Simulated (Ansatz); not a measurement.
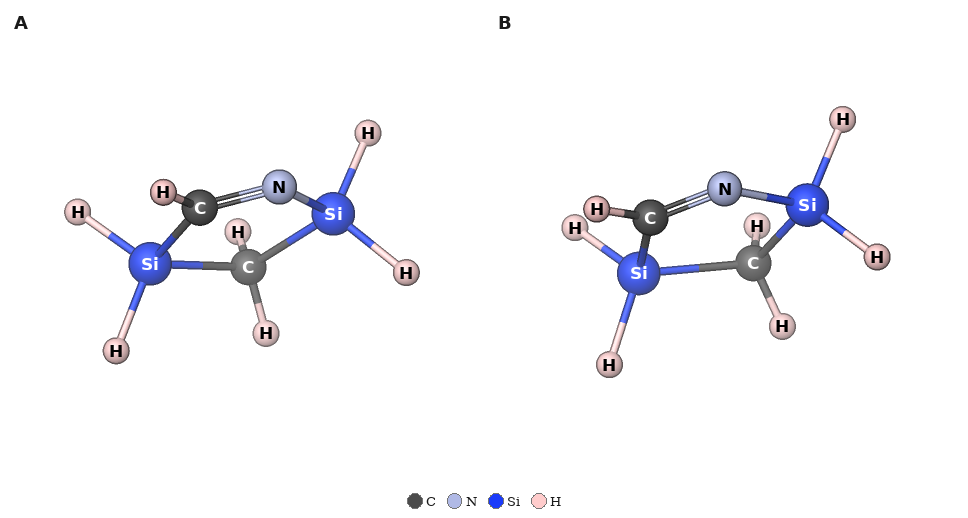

Distant atoms are faded towards the background colour. The geometry was computed by an optimisation with PBE0-D4/def2-TZVP. No frequency run is at hand to confirm it as a minimum.

Q: Are A and B the same structure? If not, how do they differ?

A: Yes. They are the same structure, C2H7NSi2 (C1=N[SiH2]C[SiH2]1), seen from two directions. With point group Cs it is achiral, so its mirror image would be the same too.
